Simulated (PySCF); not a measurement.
## Tl³⁺: atomic calculation

Tl³⁺, configuration 1s2 2s2 2p6 3s2 3p6 3d10 4s2 4p6 4d10 4f14 5s2 5p6 5d10, multiplicity 1. Computed at this level: unrestricted HF, aug-cc-pVQZ-PP with ECP60, scalar-relativistic core potential (PySCF).

Key numbers:

- outcome: converged
- total energy (valence electrons, under a core potential): −169.621598 hartree
- static polarisability: 4.78 bohr³
- C₆ of the like pair: 25.2 hartree bohr⁶
- SCF iterations: 1
- hardware: 1 CPU thread, shared host
- CPU time: 13 s (integrals apart)

Input file:
```python
from pyscf import gto, scf, dft, mp, cc
mol = gto.M(atom="Tl 0 0 0", charge=3, spin=0, symmetry="D2h",
            basis="aug-cc-pVQZ-PP",
            ecp="aug-cc-pVQZ-PP")
mf = scf.UHF(mol)
mf.irrep_nelec = {'Ag': (3, 3), 'B1g': (1, 1), 'B2g': (1, 1), 'B3g': (1, 1), 'B1u': (1, 1), 'B2u': (1, 1), 'B3u': (1, 1)}
mf.kernel()
```

The script is an equivalent of what the driver set up; the driver started from orbitals of its own, so the log can be shorter than this script's would be, and it computed the properties (radii, ⟨L²⟩, response) afterwards. It held the occupations shell by shell, which the script's counts by irreducible representation don't always enforce.

Log (extracts):
```
damping factor = 0
level_shift factor = 0
DIIS = <class 'pyscf.scf.diis.CDIIS'>
diis_start_cycle = 1
diis_space = 10
diis_damp = 0
SCF conv_tol = 1e-09
SCF conv_tol_grad = None
number electrons alpha = 9  beta = 9
cycle= 1 E= -169.621598247796  delta_E= -8.5e-11  |g|= 2.86e-06  |ddm|= 2.59e-05
converged SCF energy = -169.621598247796  <S^2> = -1.7763568e-15  2S+1 = 1
```

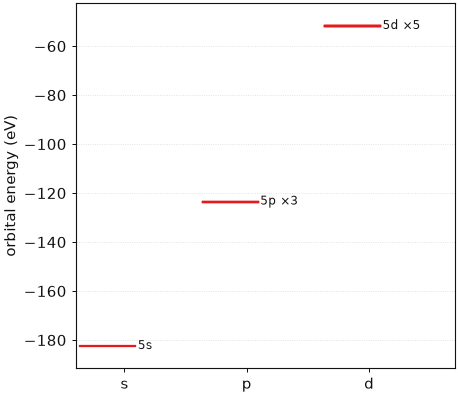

**Figure 1.** Orbital energies of the mean field, from the top down to −182.4 eV, by angular momentum; ×n counts the orbitals under one label. The highest filled orbital is 5d at −51.6 eV, the lowest empty one s at −27.9 eV.

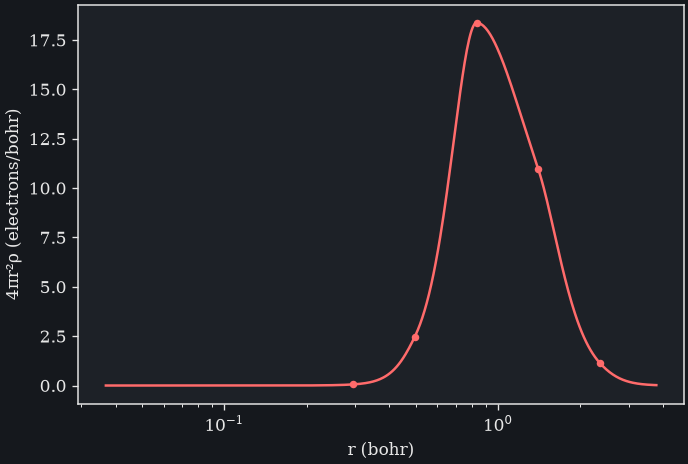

**Figure 2.** Spherically averaged radial density 4πr²ρ of the mean field (valence electrons alone, under a core potential); markers are the stored points, which are sparse, and the line is a monotone interpolation between them. The largest stored value is 18.4 electrons/bohr at r = 0.83 bohr. Root-mean-square radii of the shells: 5s 0.953, 5p 1.08, 5d 1.44 bohr.
